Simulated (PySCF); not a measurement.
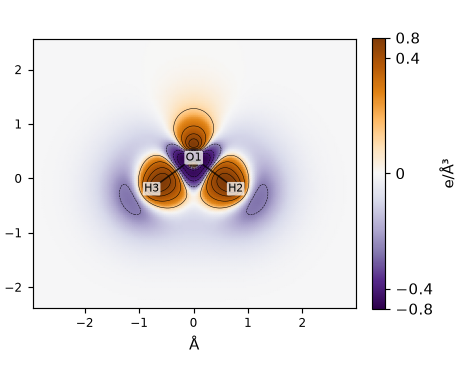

H2O, SMILES `O`. Deformation density (molecule less spherical, spin-averaged free atoms) in the molecular plane; colour scale in e/Å³, logarithmic beyond ±0.1; orange: gain, purple: loss.

Computed with PySCF, PBE/def2-TZVP, geometry: GFN2-xTB. No frequency check shows the geometry to be a minimum.

Input

```python
import numpy as np
from pyscf import gto, scf, dft
from pyscf.scf import atom_ks, atom_hf
from scipy.linalg import block_diag

def solve(mol, dm0=None, hcore=None):
    mf = (dft.UKS if mol.spin else dft.RKS)(mol, xc='pbe')
    mf.grids.level = 3
    mf = mf.density_fit(auxbasis='def2-universal-jkfit')
    mf.conv_tol, mf.max_cycle = 1e-8, 80
    if hcore is not None:
        mf.get_hcore = lambda *args: hcore
    mf.kernel(dm0)
    if not mf.converged:
        mf = mf.newton().run(mf.mo_coeff, mf.mo_occ, max_cycle=30)
    assert mf.converged, 'SCF not converged'
    return mf

mol = gto.M(atom='''
O      0.00000     0.11381     0.00000
H      0.77220    -0.45522     0.00000
H     -0.77219    -0.45522     0.00000
''', basis='def2-tzvp', charge=0, spin=0, verbose=4)
mf = solve(mol)
mf.analyze()
# spherically averaged free atoms, for the promolecule
atm = atom_ks.get_atm_nrks(mol, xc='pbe')
pro = block_diag(*[(atm[a[0]][2] * atm[a[0]][3]) @ atm[a[0]][2].T for a in mol._atom])
np.savez('result.npz', e=mf.e_tot, c=mf.mo_coeff, occ=mf.mo_occ, eps=mf.mo_energy, pro=pro, dip=mf.dip_moment(verbose=0), s2=mf.spin_square()[0])
```

Run with:

```sh
OMP_NUM_THREADS=1 python input.py
```

The run took 1.1 s on 1 thread of AMD EPYC 9R45 96-Core Processor (Zen 5), with other jobs on the host, peak memory 0.17 GiB.

Partitions, critical points and surface values were worked out afterwards from this run's density.

**How much density has each bond in this plane gained at its critical point, relative to the free atoms?**

O1–H3 and O1–H2: +0.79 e/Å³ at the bond critical point (bond length 0.96 Å, Mayer order 0.9). In all, 0.6 electrons gather in the regions of gain relative to the promolecule.
